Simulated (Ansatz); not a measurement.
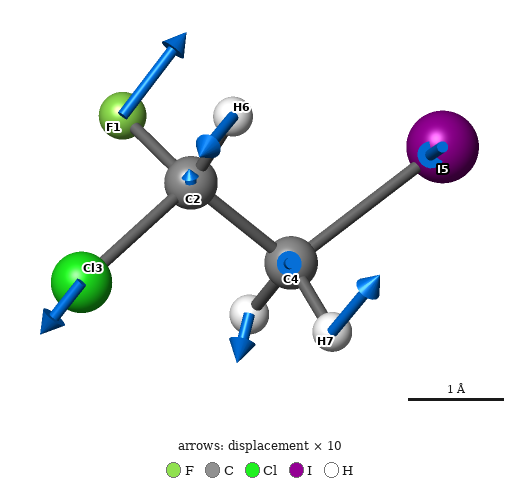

This is a relaxation of C₂H₃ClFI (coarse preliminary run). The starting structure is drawn; blue arrows show the displacements, magnified 10 times. The two geometries are superimposed by the best rigid fit.

The picture is a ball-and-stick view, seen at a tilt.

The start comes from a force field.

The calculation used RKS PBE-D4/def2-SVP in Ansatz 0.2.0. Set-up: force threshold 0.03 eV/Å; at most 200 steps.

> What did the optimiser do to the structure, and how much energy did it gain?

The F atom moves most after the best rigid fit: 0.11 Å. Largest moves by element: F 0.11 Å, H 0.10 Å, I 0.08 Å, Cl 0.07 Å, C 0.04 Å. Near-neighbour distances that change, for instance: C–Cl 1.759 → 1.817 Å, C–H 1.062 → 1.104 Å, C–F 1.334 → 1.360 Å, C–C 1.487 → 1.513 Å. Among the angles between lasting bonds that change: C–C–H 115.0° → 110.9°, F–C–Cl 105.4° → 109.2°, H–C–H 107.4° → 110.4°. The energy falls by 3.61 kcal/mol in 4 accepted moves (5 points after the start). The largest force component goes from 2.1 to 0.018 eV/Å. The line search rejected the trial step at point 3 of the run. The run took 8 s on 4 threads of Arm Neoverse V2, on a shared host.
